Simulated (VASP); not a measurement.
Band structure of KCl (relaxed from the rock salt structure, space group Fm-3m). Level of theory: PBEsol GGA, VASP's PBE PAW potentials (set 64) (plane waves; VASP).

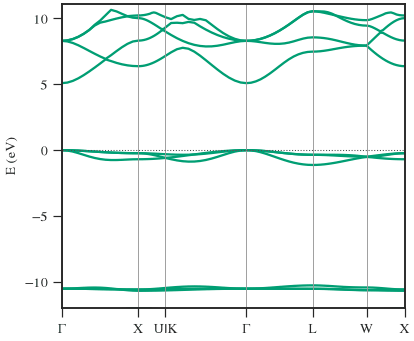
*Bands along high-symmetry lines, zero at the valence-band maximum or, without a gap, the Fermi level*

**Question.** Read the plot: is there a gap, and where are the band edges?

**Answer.** The gap is direct, 5.09 eV, from the valence maximum at Γ to the conduction minimum at Γ. (Edges off the drawn lines would not show.)

The structure was generated: KCl was put into the rock salt type (Fm-3m), which need not be its known phase. It was relaxed first, which changed the volume by -15 %.
